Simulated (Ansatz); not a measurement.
```yaml
atoms:
  - { symbol: B, position_ang: [-1.0478, -0.4640, -2.4200] }
  - { symbol: F, position_ang: [0.7958, -0.2770, -0.1404] }
  - { symbol: O, position_ang: [-1.5890, 0.0566, -3.3604] }
  - { symbol: Si, position_ang: [-0.1685, -1.3670, -0.8653] }
  - { symbol: H, position_ang: [-1.2029, -1.8208, 0.0967] }
  - { symbol: H, position_ang: [0.6552, -2.5020, -1.3500] }
```

Geometry: B3LYP-D3(BJ)/def2-SVP.

The calculation used isolated molecule in a Gaussian basis; Kohn-Sham density functional theory, functional PBE0 in Ansatz.

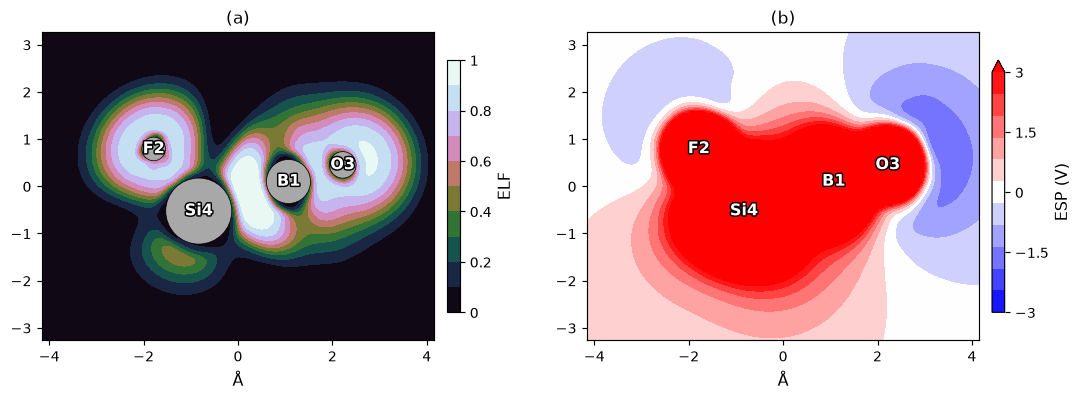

BFH$_{2}$OSi (SMILES O=B[SiH2]F). (a) ELF; (b) molecular electrostatic potential on the plane of atoms B1, Si4 and F2. Grey discs cover the atomic cores in the ELF map.

Q: Describe what can be read from this map.

A:
- The section cuts through B, F, O and Si sites.
- B–O (1.20 Å): the ELF peaks at about 0.85 between the atoms (a short, strongly polar bond).
- Si–F (1.63 Å): the ELF peaks at about 0.85 in the valence shell of F, 0.6 Å from its nucleus, and is about 0.60 at the midpoint.
- Si–B (2.00 Å): the ELF peaks at about 1 between the atoms (a covalent bond).
- The ELF also peaks beside F2 and O3, away from the bonds: lone-pair regions.
- Outside the dense part of the molecule the potential is most negative (−1.9 V) near O3.
